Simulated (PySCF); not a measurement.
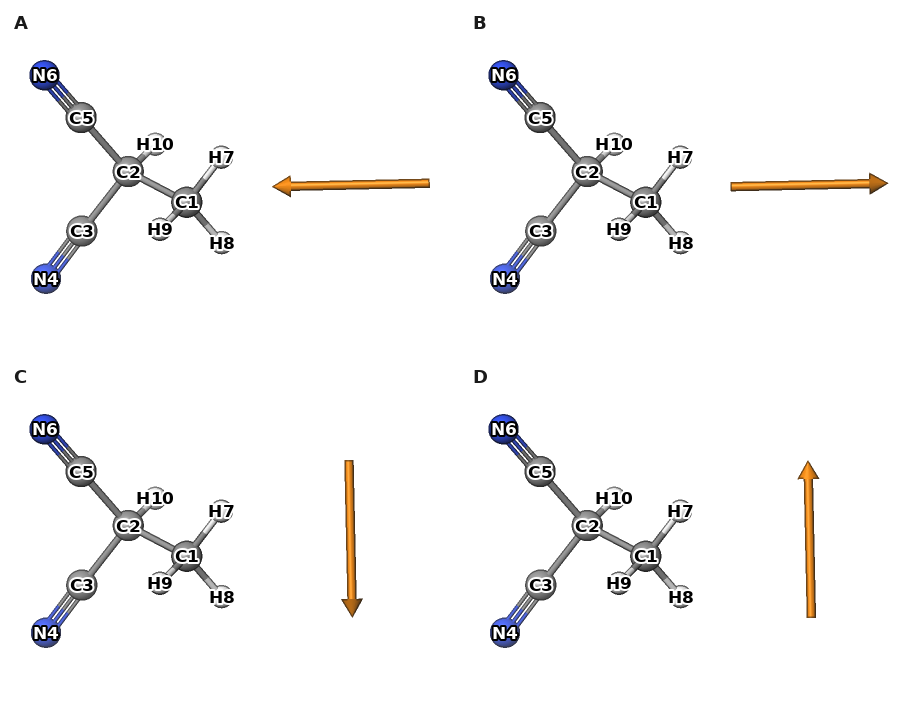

The same molecule four times, each with an arrow. Computed geometry: GFN2-xTB optimisation. No frequency run is at hand to confirm it as a minimum. Level of theory: PBE0/def2-SVPD, gas phase (PySCF 2.14.0).

Which arrow points along the dipole moment, from the negative to the positive end?

B. The dipole moment is 4.43 D; it points from the side of N4, N6 to the side of H7, H8 (the outermost atoms at the two ends).
